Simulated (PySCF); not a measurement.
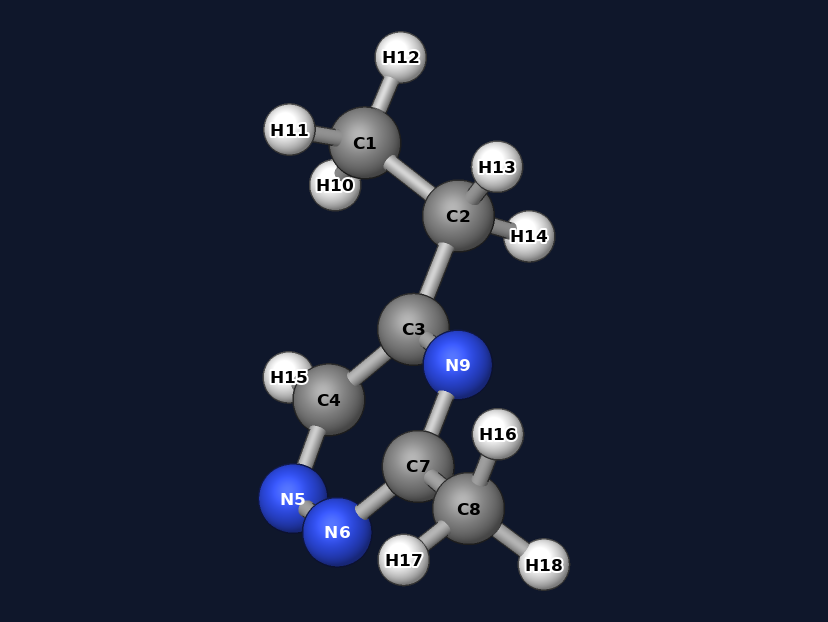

Geometry: an end point of a reaction path computed with GFN2-xTB. Method: GIAO PBE0/pcSseg-1 NMR shielding, non-relativistic, gas phase (PySCF 2.14.0). Principal shieldings σ11 ≤ σ22 ≤ σ33, span Ω = σ33 − σ11, skew κ = 3(σiso − σ22)/Ω.

Question. Which N atom has the most anisotropic shielding?

Answer. N5, with a span of 961 ppm.

Give the shielding tensors of the N atoms.

| atom | σ11 | σ22 | σ33 | σiso | Ω | κ |
| --- | --- | --- | --- | --- | --- | --- |
| N5 | −704.9 | −225.9 | 256.0 | −224.9 | 960.9 | 0.00 |
| N6 | −519.2 | −191.6 | 238.9 | −157.3 | 758.1 | 0.14 |
| N9 | −304.9 | −137.3 | 264.2 | −59.3 | 569.1 | 0.41 |

Shieldings and span in ppm.
